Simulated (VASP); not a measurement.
Given:

```
BaTiO3
1.0
    3.99860     0.00000     0.00000
    0.00000     3.99860     0.00000
    0.00000     0.00000     3.99860
Ba Ti O
1 1 3
Direct
  0.00000   0.00000   0.00000
  0.50000   0.50000   0.50000
  0.50000   0.00000   0.50000
  0.00000   0.50000   0.50000
  0.50000   0.50000   0.00000
```

The numbers are results of r2SCAN+rVV10, VASP's PBE PAW potentials (set 64) (plane waves; VASP 6.6.1), not measurements. Settings: 520 eV cut-off, 6×6×6 Γ-centred mesh, tetrahedra with Blöchl corrections, potentials Ba_sv Ti_sv O.

Unless said otherwise, spin-orbit coupling is left out, though it shifts the bands of the heavy elements here.

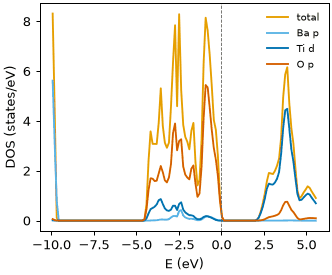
Figure: Total and projected density of states, zero at the valence-band maximum

Within 2 eV below the valence-band maximum the largest weight inside VASP's projection spheres is O p.

The gap is indirect, 2.13 eV, from the valence maximum at R to the conduction minimum at Γ.

The compound is BaTiO3 in the cubic perovskite structure, the ideal cubic form; the compound distorts at low or room temperature. It was relaxed first.
